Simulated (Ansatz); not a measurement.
Consider CH$_{5}$NO$_{2}$W (SMILES [CH3][W]([NH2])(=[O])=[O]).

```yaml
atoms:
  - { symbol: C, position_ang: [-1.5281, -0.2993, 0.1732] }
  - { symbol: W, position_ang: [0.3050, 0.4523, -0.5728] }
  - { symbol: N, position_ang: [1.7327, -0.2109, 0.5575] }
  - { symbol: O, position_ang: [0.4249, -0.1337, -2.1726] }
  - { symbol: O, position_ang: [0.1662, 2.1533, -0.5034] }
  - { symbol: H, position_ang: [-2.3544, 0.0618, -0.4443] }
  - { symbol: H, position_ang: [-1.5285, -1.3922, 0.1502] }
  - { symbol: H, position_ang: [-1.6879, 0.0390, 1.2003] }
  - { symbol: H, position_ang: [2.1594, 0.3338, 1.2936] }
  - { symbol: H, position_ang: [2.3107, -1.0041, 0.3182] }
```

Geometry: PBE0-D4/def2-TZVP; core potentials replace the inner electrons of W.

Method: RKS PBE0-D4/def2-TZVPP (Ansatz).

Question: What will maps of the electron density and electron localisation function show?

Answer: W–O (1.71 Å): ρ at the midpoint is about 1.8 e/Å³; the ELF peaks at about 0.80 in the valence shell of O, 0.5 Å from its nucleus, and drops to about 0.40 between the two atoms.
C–W (2.12 Å): ρ is about 0.92 e/Å³ halfway; the ELF peaks at about 0.90 in the valence shell of C, 0.7 Å from its nucleus, and is about 0.55 at the midpoint.
C–H (1.09 Å): the density is about 1.9 e/Å³ at the midpoint; the ELF climbs to about 1 towards the hydrogen, as it does in any bond to H; a covalent bond by its length.

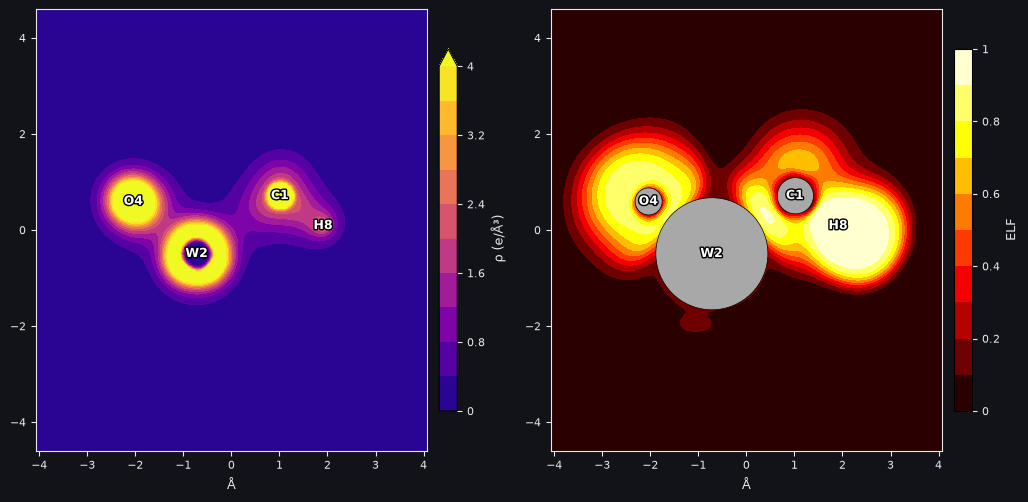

Computed electron density and electron localisation function on the plane of atoms W2, C1 and H8, in this order. Grey discs cover the atomic cores in the ELF map. 
